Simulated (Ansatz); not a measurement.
# ZrHF₃ + H₂O: a complex and its separated parts, part 2 of 2

Ansatz 0.2.0, Gaussian basis.

## (14) wB97X-V/def2-TZVPP

The inputs:

parta/in.yaml

```yaml
crystal:
  periodic: [false, false, false]
  atoms:
    - {symbol: Zr, position_ang: [-0.787552, -0.252848, -0.672222]}
    - {symbol: F, position_ang: [0.088151, -1.924173, -0.771885]}
    - {symbol: F, position_ang: [-1.330911, 0.154864, 1.090906]}
    - {symbol: F, position_ang: [-2.220709, -0.132981, -1.897735]}
    - {symbol: H, position_ang: [0.446583, 1.028903, -1.162378]}
basis:
  gaussian: {orbitals: def2-TZVPP}
hamiltonian: {xc: {name: wB97X-V}}
```

partb/in.yaml

```yaml
crystal:
  periodic: [false, false, false]
  atoms:
    - {symbol: O, position_ang: [1.131437, 0.068381, 0.941534]}
    - {symbol: H, position_ang: [1.818200, 0.679035, 0.665405]}
    - {symbol: H, position_ang: [0.854905, 0.378820, 1.806373]}
basis:
  gaussian: {orbitals: def2-TZVPP}
hamiltonian: {xc: {name: wB97X-V}}
```

Each run has its own folder and the same command.

Run with:

```console
ansatz run in.yaml --threads 8 --pin off --events-out ev --progress --plain --max-ram 19148MiB
```

Log of parta, shortened:

```text
Functional definition: wB97X-V
  name "wB97X-V"
  cite "Mardirossian & Head-Gordon, Phys. Chem. Chem. Phys. 16, 9904 (2014) doi:10.1039/C3CP54374A"
  cite "Becke, J. Chem. Phys. 107, 8554 (1997) doi:10.1063/1.475007"
  cite "Vydrov & Van Voorhis, J. Chem. Phys. 133, 244103 (2010) doi:10.1063/1.3521275"
[...]
      + integral(e_c_pw_opposite_spin*poly(b97_u_opposite, cos0, cos1)) + vv10(b, c)
870 factors; their error is unknown
190 factors; integrals over basis functions are off by at most 3.9e-5 eV
[...]
mean field -9454.21818037 eV, -347.4361098294 hartree, gradient 5.9e-5 eV, S^2 0.000000; 0 other end points of the search recorded, 0 dependent functions left out
reference -9454.21817694 eV, -347.4361097032 hartree; 20, 20 occupied and 143, 143 virtual orbitals, 870 factors
Total energy: -9454.21817694 eV, -347.4361097032 hartree
```

Log of partb, shortened:

```text
[... 5 set-up lines as earlier in the session ...]
[...]
      + integral(e_c_pw_opposite_spin*poly(b97_u_opposite, cos0, cos1)) + vv10(b, c)
269 factors; their error is unknown
69 factors; integrals over basis functions are off by at most 2.2e-5 eV
[...]
mean field -2079.88767209 eV, -76.4344621507 hartree, gradient 2.2e-5 eV, S^2 0.000000; 0 other end points of the search recorded, 0 dependent functions left out
reference -2079.88767119 eV, -76.4344621178 hartree; 5, 5 occupied and 54, 54 virtual orbitals, 269 factors
Total energy: -2079.88767119 eV, -76.4344621178 hartree
```

They took 0.9 s (parta), 0.15 s (partb) on 8 threads of AMD EPYC 9R45, shared host.

## (15) wB97M-V/def2-TZVPP

Each input of step 14 (parta, partb) changes in the same lines:

```diff
-hamiltonian: {xc: {name: wB97X-V}}
+hamiltonian: {xc: {name: wB97M-V}}
```

Each run has its own folder and the same command.

Run with:

```console
ansatz run in.yaml --threads 8 --pin off --events-out ev --progress --plain --max-ram 19148MiB
```

parta printed, shortened:

```text
Functional definition: wB97M-V
  name "wB97M-V"
  cite "Mardirossian & Head-Gordon, J. Chem. Phys. 144, 214110 (2016) doi:10.1063/1.4952647"
[... 2 set-up lines as earlier in the session ...]
  # Of w^i u^j: cxij and so on, Table III.
[...]
  gx(w, u) = 1 - cx + cx01*u + cx10*w
[...]
      + integral(e_c_pw_mod_opposite_spin*gos(b97_w_opposite, b97_u_opposite)) + vv10(b, c)
857 factors; their error is unknown
190 factors; integrals over basis functions are off by at most 3.9e-5 eV
[...]
mean field -9453.54399594 eV, -347.4113340085 hartree, gradient 2.1e-5 eV, S^2 0.000000; 0 other end points of the search recorded, 0 dependent functions left out
reference -9453.54408441 eV, -347.4113372598 hartree; 20, 20 occupied and 143, 143 virtual orbitals, 857 factors
Total energy: -9453.54408441 eV, -347.4113372598 hartree
```

Output in partb, shortened:

```text
[... 5 set-up lines as earlier in the session ...]
  # Of w^i u^j: cxij and so on, Table III.
[...]
  gx(w, u) = 1 - cx + cx01*u + cx10*w
[...]
      + integral(e_c_pw_mod_opposite_spin*gos(b97_w_opposite, b97_u_opposite)) + vv10(b, c)
269 factors; their error is unknown
69 factors; integrals over basis functions are off by at most 2.2e-5 eV
[...]
mean field -2079.85938245 eV, -76.4334225257 hartree, gradient 2.9e-5 eV, S^2 0.000000; 0 other end points of the search recorded, 0 dependent functions left out
reference -2079.85940446 eV, -76.4334233345 hartree; 5, 5 occupied and 54, 54 virtual orbitals, 269 factors
Total energy: -2079.85940446 eV, -76.4334233345 hartree
```

Wall times: 1.1 s (parta), 0.15 s (partb) on 8 threads of AMD EPYC 9R45, shared host.

## (16) B2PLYP/def2-TZVPP

Each input of step 15 (parta, partb) changes in the same lines:

```diff
-hamiltonian: {xc: {name: wB97M-V}}
+hamiltonian: {xc: {name: B2PLYP}}
```

The same command starts each run, in its folder.

Run with:

```console
ansatz run in.yaml --threads 8 --pin off --events-out ev --progress --plain --max-ram 19148MiB
```

Output in parta, shortened:

```text
Functional definition: B2PLYP
  name "B2PLYP"
  cite "Grimme, J. Chem. Phys. 124, 034108 (2006) doi:10.1063/1.2148954"
[... 2 set-up lines as earlier in the session ...]
[...]
1073 factors; integrals over basis functions are off by at most 9.8e-4 eV
[...]
mean field -9441.59878932 eV, -346.9723557621 hartree, gradient 9.0e-6 eV, S^2 0.000000; 0 other end points of the search recorded, 0 dependent functions left out
3 core orbitals not correlated: weight in the atoms' cores, before any rotation towards them, 1.000 or more for the frozen orbitals, at most 0.000 for the correlated occupied ones
reference -9441.59896719 eV, -346.9723622985 hartree; 17, 17 occupied and 143, 143 virtual orbitals, 1073 factors
second order -36.07214377 eV of doubles, -0.00000000 eV of singles
Total energy: -9451.33844600 eV, -347.3302815434 hartree
```

partb printed, shortened:

```text
[... 5 set-up lines as earlier in the session ...]
[...]
361 factors; integrals over basis functions are off by at most 7.6e-4 eV
[...]
mean field -2077.03828179 eV, -76.3297489887 hartree, gradient 8.4e-7 eV, S^2 0.000000; 0 other end points of the search recorded, 0 dependent functions left out
1 core orbitals not correlated: weight in the atoms' cores, before any rotation towards them, 1.000 or more for the frozen orbitals, at most 0.000 for the correlated occupied ones
reference -2077.03836682 eV, -76.3297521133 hartree; 4, 4 occupied and 54, 54 virtual orbitals, 361 factors
second order -8.41871788 eV of doubles, -0.00000000 eV of singles
Total energy: -2079.31142065 eV, -76.4132853008 hartree
```

Wall times: 0.65 s (parta), 0.15 s (partb) on 8 threads of AMD EPYC 9R45, shared host.

## (17) PBE-QIDH/def2-TZVPP

The same edit goes into each in.yaml of step 16 (parta, partb):

```diff
-hamiltonian: {xc: {name: B2PLYP}}
+hamiltonian: {xc: {name: PBE-QIDH}}
```

One command serves all of them, each in its own folder.

Run with:

```console
ansatz run in.yaml --threads 8 --pin off --events-out ev --progress --plain --max-ram 19148MiB
```

Output in parta, shortened:

```text
Functional definition: PBE-QIDH
  name "PBE-QIDH"
  cite "Brémond, Sancho-García, Pérez-Jiménez & Adamo, J. Chem. Phys. 141, 031101 (2014) doi:10.1063/1.4890314"
[... 1 set-up line as earlier in the session ...]
[...]
1073 factors; integrals over basis functions are off by at most 9.8e-4 eV
[...]
mean field -9435.86820974 eV, -346.7617608468 hartree, gradient 9.2e-6 eV, S^2 0.000000; 0 other end points of the search recorded, 0 dependent functions left out
3 core orbitals not correlated: weight in the atoms' cores, before any rotation towards them, 1.000 or more for the frozen orbitals, at most 0.000 for the correlated occupied ones
reference -9435.86822893 eV, -346.7617615518 hartree; 17, 17 occupied and 143, 143 virtual orbitals, 1073 factors
second order -33.52569563 eV of doubles, -0.00000000 eV of singles
Total energy: -9447.04346080 eV, -347.1724437484 hartree
```

partb printed, shortened:

```text
[... 4 set-up lines as earlier in the session ...]
[...]
361 factors; integrals over basis functions are off by at most 7.6e-4 eV
[...]
mean field -2075.58435723 eV, -76.2763182466 hartree, gradient 2.2e-6 eV, S^2 0.000000; 0 other end points of the search recorded, 0 dependent functions left out
1 core orbitals not correlated: weight in the atoms' cores, before any rotation towards them, 1.000 or more for the frozen orbitals, at most 0.000 for the correlated occupied ones
reference -2075.58436272 eV, -76.2763184484 hartree; 4, 4 occupied and 54, 54 virtual orbitals, 361 factors
second order -7.85898610 eV of doubles, -0.00000000 eV of singles
Total energy: -2078.20402476 eV, -76.3725892525 hartree
```

They took 0.7 s (parta), 0.15 s (partb) on 8 threads of AMD EPYC 9R45, shared host.

## (18) RPA on PBE/def2-TZVPP

The same edit goes into each in.yaml of step 17 (parta, partb):

```diff
-hamiltonian: {xc: {name: PBE-QIDH}}
+hamiltonian: {xc: pbe}
+correlation: {method: rpa}
```

One command serves all of them, each in its own folder.

Run with:

```console
ansatz run in.yaml --threads 8 --pin off --events-out ev --progress --plain --max-ram 19148MiB
```

parta printed, shortened:

```text
[... 4 set-up lines as earlier in the session ...]
[...]
1073 factors; integrals over basis functions are off by at most 9.8e-4 eV
[...]
mean field -9450.56476933 eV, -347.3018494500 hartree, gradient 7.8e-6 eV, S^2 0.000000; 0 other end points of the search recorded, 0 dependent functions left out
3 core orbitals not correlated: weight in the atoms' cores, before any rotation towards them, 1.000 or more for the frozen orbitals, at most 0.000 for the correlated occupied ones
reference -9407.97036363 eV, -345.7365339120 hartree; 17, 17 occupied and 143, 143 virtual orbitals, 1073 factors
Total energy: -9452.83100652 eV, -347.3851321305 hartree
```

Output in partb, shortened:

```text
[... 4 set-up lines as earlier in the session ...]
[...]
361 factors; integrals over basis functions are off by at most 7.6e-4 eV
[...]
mean field -2078.40755183 eV, -76.3800687346 hartree, gradient 2.1e-6 eV, S^2 0.000000; 0 other end points of the search recorded, 0 dependent functions left out
1 core orbitals not correlated: weight in the atoms' cores, before any rotation towards them, 1.000 or more for the frozen orbitals, at most 0.000 for the correlated occupied ones
reference -2069.53697035 eV, -76.0540808777 hartree; 4, 4 occupied and 54, 54 virtual orbitals, 361 factors
Total energy: -2080.48260228 eV, -76.4563254322 hartree
```

Wall times: 0.65 s (parta), 0.15 s (partb) on 8 threads of AMD EPYC 9R45, shared host.

## (19) CCSD(T)/def2-TZVPP

The same edit goes into each in.yaml of step 18 (parta, partb):

```diff
-hamiltonian: {xc: pbe}
-correlation: {method: rpa}
+correlation: {method: ccsd_t}
```

The same command starts each run, in its folder.

Run with:

```console
ansatz run in.yaml --threads 8 --pin off --events-out ev --progress --plain --max-ram 19148MiB
```

Log of parta, shortened:

```text
Functional definition: HF
  name "HF"
  cite "Fock, Z. Phys. 61, 126 (1930) doi:10.1007/BF01340294"
[... 1 set-up line as earlier in the session ...]
[...]
1073 factors; integrals over basis functions are off by at most 9.8e-4 eV
[...]
mean field -9410.12999832 eV, -345.8158990229 hartree, gradient 2.7e-6 eV, S^2 0.000000; 0 other end points of the search recorded, 0 dependent functions left out
3 core orbitals not correlated: weight in the atoms' cores, before any rotation towards them, 1.000 or more for the frozen orbitals, at most 0.000 for the correlated occupied ones
reference -9410.12999832 eV, -345.8158990229 hartree; 17, 17 occupied and 143, 143 virtual orbitals, 1073 factors
second order -29.95854235 eV of doubles, -0.00000000 eV of singles
cycle   1  -29.01855756 eV  change    9.4e-1 eV  update   1.6e-1
[...]
cycle   9  -29.92199292 eV  change   -1.7e-5 eV  update   3.8e-5
perturbative correction -1.03601804 eV, -0.0380729609 hartree
Total energy: -9441.08800928 eV, -346.9535849419 hartree
```

Log of partb, shortened:

```text
[... 4 set-up lines as earlier in the session ...]
[...]
361 factors; integrals over basis functions are off by at most 7.6e-4 eV
[...]
mean field -2069.76241546 eV, -76.0623658327 hartree, gradient 3.6e-6 eV, S^2 0.000000; 0 other end points of the search recorded, 0 dependent functions left out
1 core orbitals not correlated: weight in the atoms' cores, before any rotation towards them, 1.000 or more for the frozen orbitals, at most 0.000 for the correlated occupied ones
reference -2069.76241546 eV, -76.0623658327 hartree; 4, 4 occupied and 54, 54 virtual orbitals, 361 factors
second order -7.10556233 eV of doubles, -0.00000000 eV of singles
cycle   1  -7.11162513 eV  change   -6.1e-3 eV  update   4.1e-2
[...]
cycle   8  -7.26607964 eV  change    3.4e-6 eV  update   7.2e-6
perturbative correction -0.20740276 eV, -0.0076219107 hartree
Total energy: -2077.23589785 eV, -76.3370112451 hartree
```

They took 6.5 s (parta), 0.15 s (partb) on 8 threads of AMD EPYC 9R45, shared host; peak memory 1.6 GiB.

## (20) Vibrations of ZrHF₃

The input, vib-parta/in.yaml:

```yaml
crystal:
  periodic: [false, false, false]
  atoms:
    - {symbol: Zr, position_ang: [-0.787552, -0.252848, -0.672222]}
    - {symbol: F, position_ang: [0.088151, -1.924173, -0.771885]}
    - {symbol: F, position_ang: [-1.330911, 0.154864, 1.090906]}
    - {symbol: F, position_ang: [-2.220709, -0.132981, -1.897735]}
    - {symbol: H, position_ang: [0.446583, 1.028903, -1.162378]}
basis:
  gaussian: {orbitals: def2-TZVP}
hamiltonian: {xc: pbe0, dispersion: d4}
phonons: {temperatures: {t_min: 298.15, t_max: 900, t_step: 200}}
```

Run with:

```console
ansatz run in.yaml --threads 8 --pin off --events-out ev --progress --plain --max-ram 19148MiB
```

The log of the run, shortened:

```text
[... 5 set-up lines as earlier in the session ...]
[...]
911 factors; their error is unknown
[...]
mean field -9449.41363440 eV, -347.2595460217 hartree, gradient 3.6e-5 eV, S^2 0.000000; 0 other end points of the search recorded, 0 dependent functions left out
[...]
Atom 2 at    -1.330911     0.154864     1.090906 Å, force    -0.000268    -0.000036     0.000192 eV/Å
Atom 3 at    -2.220709    -0.132981    -1.897735 Å, force     0.000099     0.000373    -0.000349 eV/Å
Atom 4 at     0.446583     1.028903    -1.162378 Å, force    -0.000436     0.000011    -0.000557 eV/Å
Dipole moment:     0.004413     0.004747    -0.002018 e Å
Vibrations: 163.24 166.18 166.20 505.28 505.31 678.07 700.46 700.47 1735.30 cm⁻¹, zero-point energy 0.329829 eV
```

Wall time 8 s (8 threads of AMD EPYC 9R45, shared host).

Wavenumbers and character of the modes:

```tsv
mode	wavenumber (cm⁻¹)	character
1	163	bend
2	166	bend
3	166	bend
4	505	bend
5	505	bend
6	678	Zr–F stretch
7	700	Zr–F stretch
8	700	Zr–F stretch
9	1735	Zr–H stretch
```

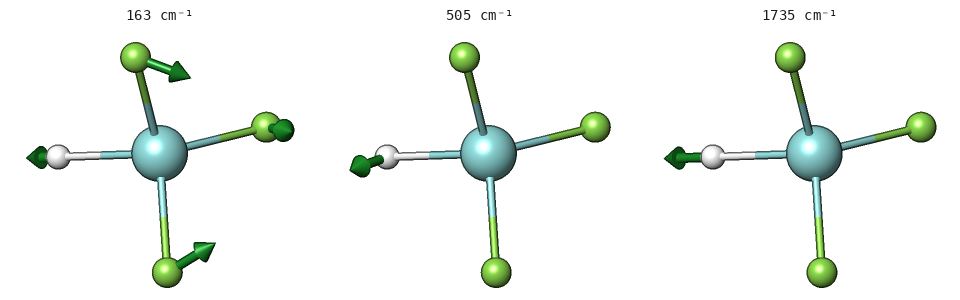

How the atoms move in 3 of the modes.

Vibrational sums (real modes only):

```tsv
T (K)	entropy (J/mol/K)	heat capacity (J/mol/K)
298	40.6	44.7
498	67.1	57.9
698	87.8	64.2
898	104.4	67.6
```

## (21) Vibrations of H₂O

The input, vib-partb/in.yaml:

```yaml
crystal:
  periodic: [false, false, false]
  atoms:
    - {symbol: O, position_ang: [1.131437, 0.068381, 0.941534]}
    - {symbol: H, position_ang: [1.818200, 0.679035, 0.665405]}
    - {symbol: H, position_ang: [0.854905, 0.378820, 1.806373]}
basis:
  gaussian: {orbitals: def2-TZVP}
hamiltonian: {xc: pbe0, dispersion: d4}
phonons: {temperatures: {t_min: 298.15, t_max: 900, t_step: 200}}
```

Run with:

```console
ansatz run in.yaml --threads 8 --pin off --events-out ev --progress --plain --max-ram 19148MiB
```

The log of the run, shortened:

```text
[... 5 set-up lines as earlier in the session ...]
[...]
239 factors; their error is unknown
[...]
mean field -2078.33307681 eV, -76.3773318280 hartree, gradient 1.2e-5 eV, S^2 0.000000; 0 other end points of the search recorded, 0 dependent functions left out
[...]
Total energy: -2078.33734664 eV, -76.3774887413 hartree
Atom 0 at     1.131437     0.068381     0.941534 Å, force    -0.000016    -0.000036    -0.000023 eV/Å
Atom 1 at     1.818200     0.679035     0.665405 Å, force     0.000086     0.000042    -0.000081 eV/Å
Atom 2 at     0.854905     0.378820     1.806373 Å, force    -0.000070    -0.000006     0.000104 eV/Å
Dipole moment:     0.151263     0.339632     0.217074 e Å
Vibrations: 1622.90 3851.69 3959.42 cm⁻¹, zero-point energy 0.584834 eV
```

Run time: 0.3 s. Hardware: 8 threads of AMD EPYC 9R45, shared host.

The modes, with what each moves most:

```tsv
mode	wavenumber (cm⁻¹)	character
1	1623	bend
2	3852	O–H stretch
3	3959	O–H stretch
```

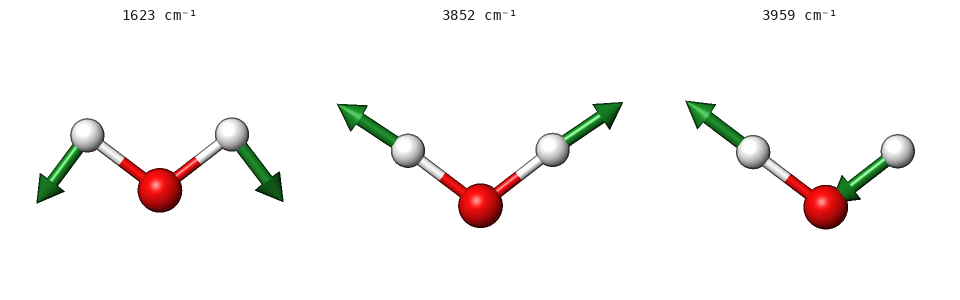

How the atoms move in 3 of the modes.

Vibrational sums (real modes only):

```tsv
T (K)	entropy (J/mol/K)	heat capacity (J/mol/K)
298	0.0	0.2
498	0.4	1.7
698	1.4	3.9
898	2.6	6.1
```

## (22) Complex less separated parts

The complex's own energies come from single points at the same levels.

Rows are in def2-TZVPP; times add the 3 runs of a level on a shared host, so small differences are noise.

Differences are taken before rounding.

```tsv
method	rung	complex less parts (kJ/mol)	from CCSD(T) (kJ/mol)	time
SPW92	LDA	-100.8	-17.3	0.7 s
PBE-D4	GGA	-72.9	+10.5	0.9 s
BLYP-D4	GGA	-69.7	+13.8	0.95 s
r2SCAN-D4	meta-GGA	-81.4	+2.1	1.6 s
B97M-V	meta-GGA	-81.8	+1.6	2.5 s
PBE0-D4	hybrid	-76.5	+7.0	1.2 s
B3LYP-D4	hybrid	-74.7	+8.7	1.1 s
r2SCAN0-D4	hybrid	-83.2	+0.3	1.7 s
BHLYP-D4	hybrid	-82.2	+1.2	1.2 s
CAM-B3LYP-D4	range-separated hybrid	-81.6	+1.8	1.3 s
wB97X-V	range-separated hybrid	-79.4	+4.1	2.6 s
wB97M-V	range-separated hybrid	-81.5	+2.0	2.9 s
B2PLYP	double hybrid	-73.8	+9.7	1.9 s
PBE-QIDH	double hybrid	-80.0	+3.4	2 s
RPA on PBE	RPA	-79.1	+4.3	2 s
Hartree-Fock	wavefunction	-67.1	+16.4	
MP2	wavefunction	-83.1	+0.3	
CCSD	wavefunction	-81.8	+1.7	
CCSD(T)	wavefunction	-83.5	0	41 s
```

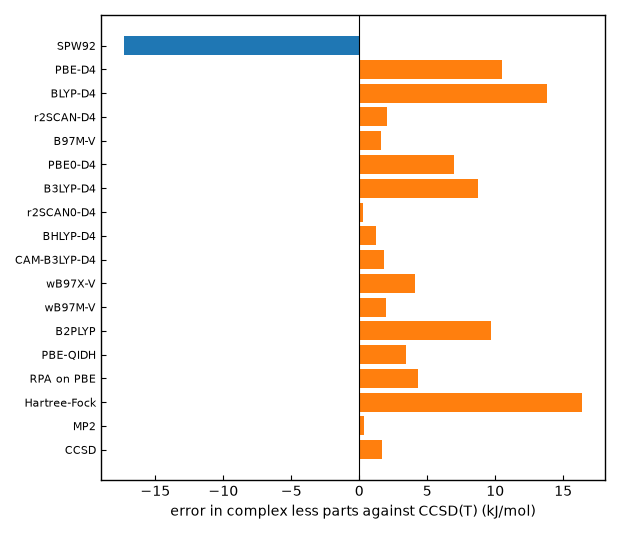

How far each level lands from CCSD(T).

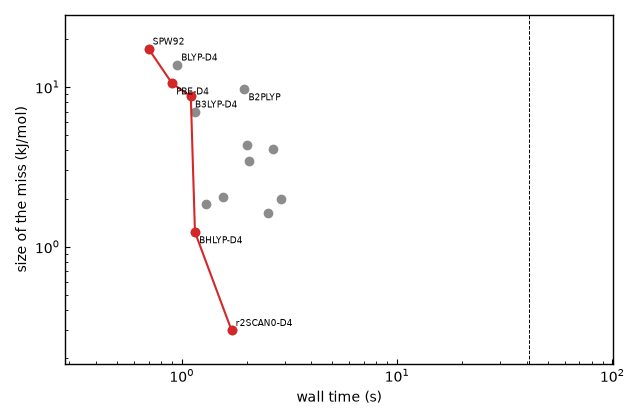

Miss against cost. Red marks the levels that no quicker level drawn beats (of those quicker than the yardstick), and the dashed line is the time of CCSD(T). Only those levels and the largest misses are named. Times are from a shared host.

r2SCAN0-D4 reaches 0.3 kJ/mol from the reference in 1.7 s, where CCSD(T) took 41 s; the quickest level in the cost chart, SPW92, takes 0.7 s and misses by 17.3 kJ/mol.

The complex's zero-point energy, from a separate PBE0-D4 run, is 1.011 eV.

## (23) Summary of results

This closing draws on all 2 parts.

| quantity | value |
| --- | --- |
| complex less parts, CCSD(T)/def2-TZVPP | -83.5 kJ/mol |
| with zero-point energy | -74.2 kJ/mol |
| largest T1 diagnostic | 0.018 |

What this shows: At CCSD(T) the complex lies 83.5 kJ/mol below its parts. r2SCAN0-D4 is the best functional here (+0.3 kJ/mol from CCSD(T)); SPW92 is the worst (-17.3 kJ/mol). By rung, the mean size of the error is: LDA 17.3, GGA 12.1, meta-GGA 1.8, hybrid 4.3, range-separated hybrid 2.6, double hybrid 6.5 kJ/mol. The double hybrids carry no dispersion term here, unlike the levels marked D4 or V. PBE-D4 gives a relative energy 10.5 kJ/mol too high, outside chemical accuracy (1 kcal/mol, 4.2 kJ/mol). No counterpoise was applied, and triple zeta lacks some correlation, so the CCSD(T) reference has a basis error of its own, and close matches with it are partly luck.
